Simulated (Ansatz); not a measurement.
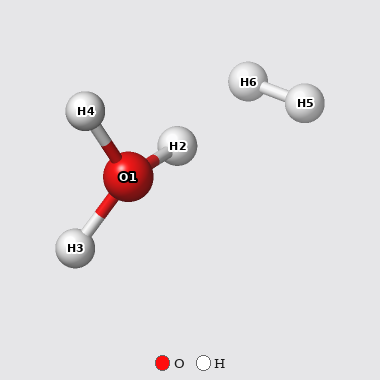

The system is the pair H₃O···H₂, charge +1; the picture shows the reference structure. First axis: separation of O1 and H5 along their line in the relaxed pair. Second axis: sideways slip of H5, H6. Nothing is relaxed (both partners rigid). Grid: 15 × 15 points. Points are written as (first, second). All energies are given in kJ/mol relative to the lowest grid point. These are results of RHF/def2-TZVPD (Ansatz), not measurements.

Its coordinates:

| atom | x (Å) | y (Å) | z (Å) |
| --- | --- | --- | --- |
| O | -0.1328 | 0.1248 | -0.9348 |
| H | -0.0436 | 0.0640 | 0.0300 |
| H | -0.6229 | -0.6015 | -1.3286 |
| H | 0.6882 | 0.3252 | -1.3915 |
| H | -0.1594 | 0.3460 | 1.8249 |
| H | 0.2706 | -0.2585 | 1.8001 |

Range: separation of O1 and H5 along their line in the relaxed pair from 2.326 to 3.726 Å; sideways slip of H5, H6 from −3.00 to 3.00 Å.

**What landscape does the calculation give?**

The lowest grid point is at (2.753 Å, 0.00 Å). It is the only kind of minimum in the scanned range. The highest grid point, (2.326 Å, 0.00 Å), lies 15.5 kJ/mol above the lowest. Round the minimum the two coordinates are nearly uncoupled.

```tsv
second ↓, first →	2.326	2.360	2.417	2.488	2.568	2.657	2.753	2.856	2.965	3.080	3.200	3.325	3.454	3.588	3.726
3.00	9.5	9.6	9.7	9.9	10.1	10.2	10.4	10.6	10.8	11.0	11.2	11.4	11.6	11.8	12.0
2.57	7.9	8.0	8.2	8.4	8.7	8.9	9.2	9.5	9.8	10.1	10.4	10.7	11.0	11.2	11.5
2.14	6.2	6.2	6.4	6.6	6.9	7.3	7.6	8.0	8.4	8.9	9.3	9.7	10.1	10.5	10.8
1.71	4.8	4.8	4.8	4.8	5.0	5.3	5.7	6.2	6.8	7.3	7.9	8.5	9.1	9.6	10.1
1.29	5.1	4.6	4.0	3.6	3.4	3.4	3.7	4.2	4.8	5.6	6.4	7.1	7.9	8.6	9.3
0.86	8.0	6.6	4.9	3.3	2.3	1.8	1.9	2.3	3.0	3.8	4.8	5.8	6.8	7.7	8.5
0.43	12.8	10.3	6.9	4.0	2.0	0.8	0.5	0.8	1.5	2.5	3.6	4.8	5.9	7.0	7.9
0.00	15.5	12.4	8.2	4.6	2.0	0.5	0.0	0.2	0.9	2.0	3.2	4.4	5.6	6.7	7.7
−0.43	12.8	10.3	7.0	4.0	2.0	0.8	0.5	0.8	1.5	2.5	3.6	4.8	5.9	7.0	7.9
−0.86	8.0	6.7	4.9	3.4	2.3	1.9	1.9	2.3	3.0	3.8	4.8	5.8	6.8	7.7	8.5
−1.29	5.1	4.7	4.1	3.6	3.4	3.4	3.7	4.2	4.8	5.6	6.4	7.1	7.9	8.6	9.3
−1.71	4.8	4.8	4.8	4.8	5.0	5.3	5.7	6.2	6.7	7.3	7.9	8.5	9.1	9.6	10.1
−2.14	6.1	6.2	6.4	6.6	6.9	7.2	7.6	8.0	8.4	8.9	9.3	9.7	10.1	10.5	10.8
−2.57	7.9	8.0	8.2	8.4	8.7	8.9	9.2	9.5	9.8	10.1	10.4	10.7	10.9	11.2	11.5
−3.00	9.5	9.6	9.7	9.9	10.1	10.2	10.4	10.6	10.8	11.0	11.2	11.4	11.6	11.8	12.0
```

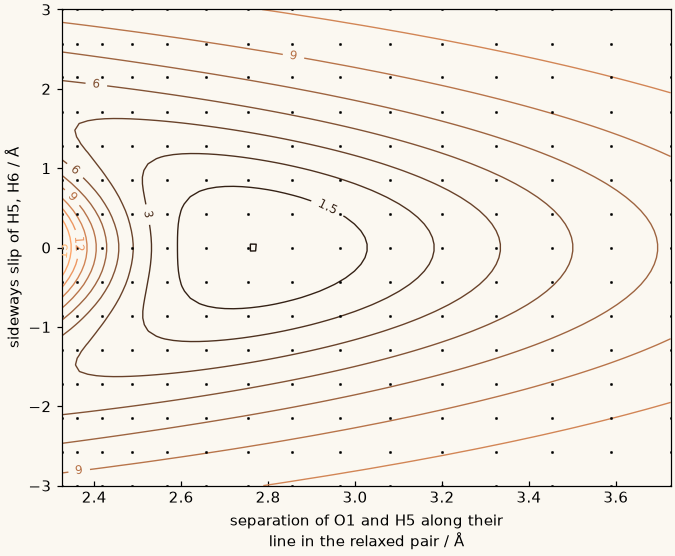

The picture shows contour lines labelled in kJ/mol, dots at the grid points. Between grid points the surface is interpolated.

The whole map (225 points run) took 71 s on 1 thread of Arm Neoverse V2, with other jobs on the host.
